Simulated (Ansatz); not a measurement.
# A computed series for Sn: pressure series

Base system: Sn (space group I4_1/amd, No. 141; a = 5.947 Å, c = 3.212 Å).

Cell and atoms are relaxed at each pressure.

Level of theory: PBE in Ansatz (plane waves to 420 eV, PAW, without spin-orbit coupling), earlier PAW set.

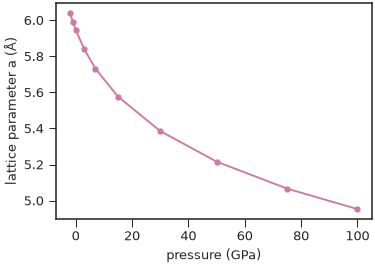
Fig. 1. Lattice parameter a against pressure

Q: From the plot, what is the lattice parameter a for pressure 7 GPa?

A: About 5.73 Å.

Q: Is the trend monotonic over the range shown?

A: Yes, it falls throughout, spanning 4.953 Å to 6.039 Å.

Load acts through the strain it causes; cell and atoms are relaxed under it. No phonon test of stability was made. Measured, Sn leaves this structure (for a body-centred tetragonal phase) near 8 GPa (temperature not stated; as listed in Olga Degtyareva, NATO science for peace and security series. B, Physics and biophysics (2010)).

Ansatz is an electronic-structure program.
